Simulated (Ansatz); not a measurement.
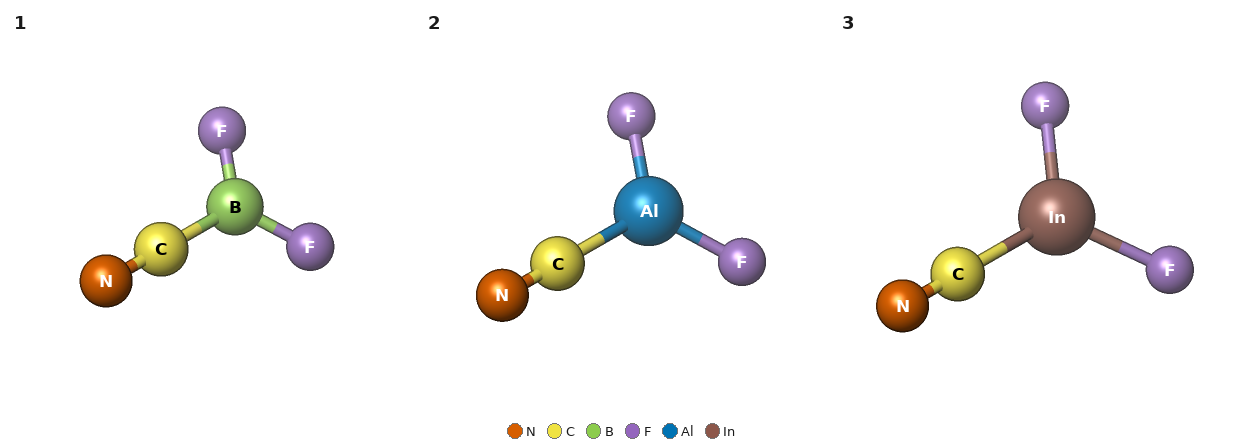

3 molecules with one skeleton, seen from the same side and at one scale. Charge 0, singlet. Computed geometries: PBE0-D4/def2-TZVP optimisations, one conformation each. Properties computed with Ansatz 0.2.0. Elements past Kr carry core potentials.

One atom differs, called X below: B in panel 1, Al in panel 2, In in panel 3. Their formulas are CBF2N (`N#CB(F)F`), CAlF2N (`N#[C][Al]([F])[F]`), CF2InN (`N#[C][In]([F])[F]`).

Question: Rank them by the angle F–X–F, lowest first (PBE0-D4/def2-TZVP).

Answer: 3 (In), 1 (B), 2 (Al).

Question: Rank them by the HOMO–LUMO gap, lowest first (r2SCAN-D4/def2-TZVPP).

Answer: 3 (In), 1 (B), 2 (Al).

Give the values. With PBE0-D4/def2-TZVP: length of X–C (Å), mean length of X–F (Å), angle F–X–F (°). With r2SCAN-D4/def2-TZVPP: dipole moment (D), HOMO energy (Kohn–Sham orbital) (eV), HOMO–LUMO gap (eV).

```json
{"quantity": "length of X–C (Å)", "1 (B)": "1.543", "2 (Al)": "1.905", "3 (In)": "2.072"}
{"quantity": "mean length of X–F (Å)", "1 (B)": "1.306", "2 (Al)": "1.627", "3 (In)": "1.919"}
{"quantity": "angle F–X–F (°)", "1 (B)": "120.2", "2 (Al)": "121.5", "3 (In)": "112.9"}
{"quantity": "dipole moment (D)", "1 (B)": "1.87", "2 (Al)": "1.76", "3 (In)": "0.47"}
{"quantity": "HOMO energy (Kohn–Sham orbital) (eV)", "1 (B)": "−9.59", "2 (Al)": "−9.43", "3 (In)": "−9.41"}
{"quantity": "HOMO–LUMO gap (eV)", "1 (B)": "6.52", "2 (Al)": "6.78", "3 (In)": "5.85"}
```
